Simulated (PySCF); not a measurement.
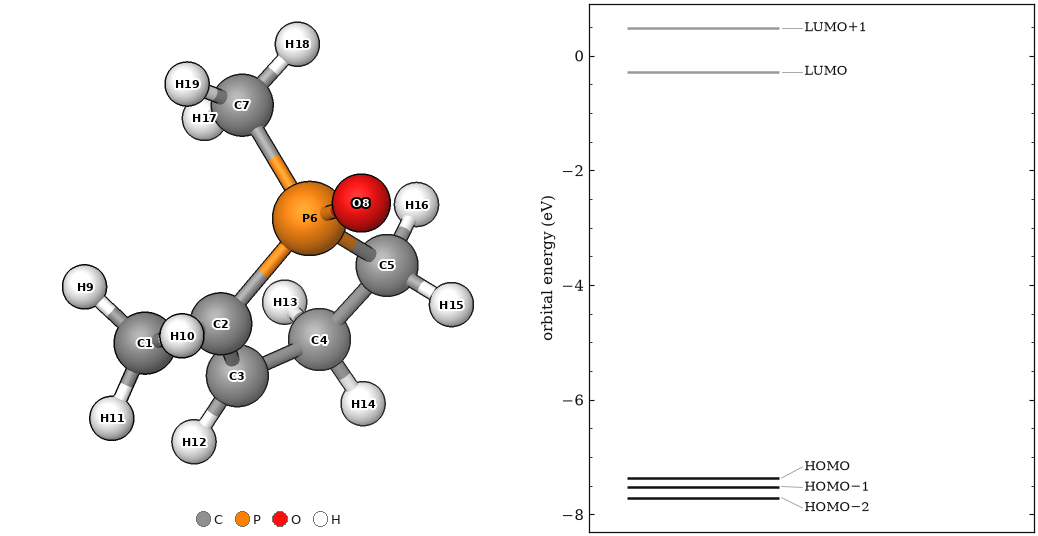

C₆H₁₁OP, SMILES CC1=CCC[P@]1(C)=O. Kohn-Sham orbital energies near the frontier, PBE0/def2-SVPD, PySCF 2.14.0, at a GFN2-xTB geometry (no frequency check), isolated molecule; empty levels in grey, levels within 0.03 eV side by side.

Q: Where do the frontier orbitals lie?

A: HOMO at −7.37 eV, LUMO at −0.28 eV, 7.09 eV apart.

Q: On which atoms do HOMO and LUMO mostly sit?

A: HOMO: O8 32 %, C2 18 %, C3 14 %. LUMO: C3 32 %, C2 28 %, P6 7 % (Löwdin shares).

Q: List the levels with the atoms that carry most of them (a dash for levels above zero or within 0.03 eV of another, where shares mean little).

A:
```csv
orbital,energy (eV),Löwdin shares
LUMO+1,0.48,–
LUMO,−0.28,"C3 32 %, C2 28 %, P6 7 %"
HOMO,−7.37,"O8 32 %, C2 18 %, C3 14 %"
HOMO−1,−7.52,"O8 62 %, P6 14 %, C7 12 %"
HOMO−2,−7.71,"O8 25 %, C2 22 %, C3 18 %"
```

Caveats: the tight-binding geometry is rougher than a DFT one and adds to the error; empty levels above zero depend strongly on the basis.
